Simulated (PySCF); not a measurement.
C$_{3}$H$_{7}$ClO$_{2}$Si (SMILES CC(=O)O[SiH2]CCl)

```xyz
14

C     2.5743    0.4449    0.2097
C     1.4068   -0.3010    0.7873
O     1.4695   -1.1057    1.6758
O     0.2475    0.0169    0.2125
Si   -1.1764   -0.6483    0.7310
C    -2.4279    0.2024   -0.4265
Cl   -2.5048    1.9358   -0.0196
H     3.3477   -0.2630   -0.0799
H     2.2622    1.0388   -0.6433
H     2.9891    1.0950    0.9778
H    -1.4259   -0.2746    2.1154
H    -1.1661   -2.0872    0.4889
H    -2.1680    0.1407   -1.4803
H    -3.4288   -0.1952   -0.2909
```

Geometry: GFN2-xTB.

Level of theory: CAM-B3LYP/def2-SVPD, SCF density, gas phase in PySCF 2.14.0.

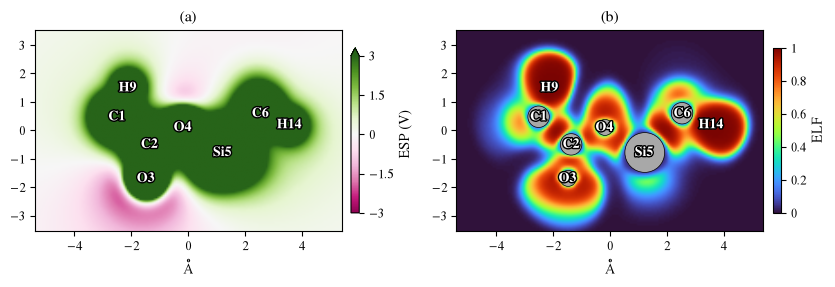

Figure 1. (a) electrostatic potential; (b) electron localisation function on the plane of atoms C1, C2 and O3. Grey discs cover the atomic cores in the ELF map.

Question: What does the map show?

Answer:
- The section cuts through C, O, Si and H sites.
- C–O (1.20 Å): the ELF peaks at about 0.85 between the atoms (a short, multiple covalent bond).
- C–C (1.50 Å): the ELF peaks at about 1 between the atoms, as expected for a covalent bond.
- Si–O (1.65 Å): the ELF peaks at about 0.90 between the atoms, as expected for a polar covalent bond.
- C–Si (1.91 Å): the ELF peaks at about 1 between the atoms: localised, covalent bonding.
- C–H (1.09 Å): the ELF climbs to about 1 towards the hydrogen, as it does in any bond to H: an ordinary covalent bond to hydrogen.
- The ELF also peaks beside O3 and O4, away from the bonds: lone-pair regions.
- Outside the dense part of the molecule the potential is most negative (−1.9 V) near O3.

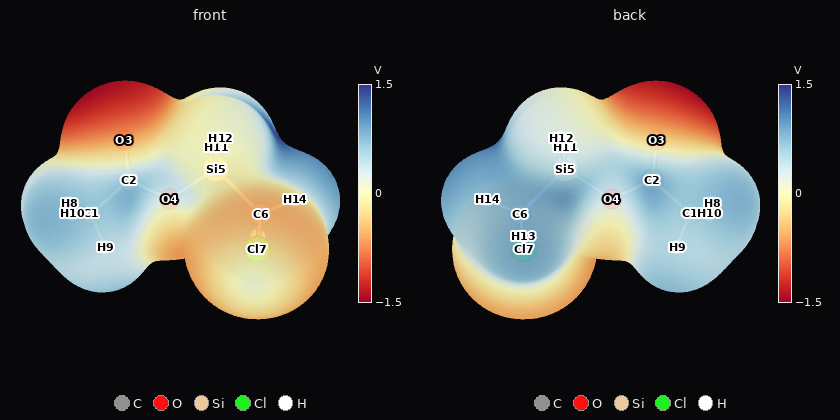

Figure 2. The electrostatic potential painted on the density surface at 0.001 e/bohr³, seen from the front and from behind; red is negative and blue positive.

Question: Describe the electrostatic potential map.

Answer: The most negative region (about −1.4 V) lies over O3, the most positive (about +1.3 V) over Si5. O3 is the likeliest acceptor of a hydrogen bond.

Question: How polar is the molecule by this calculation?

Answer: Its dipole moment is 1.89 D.
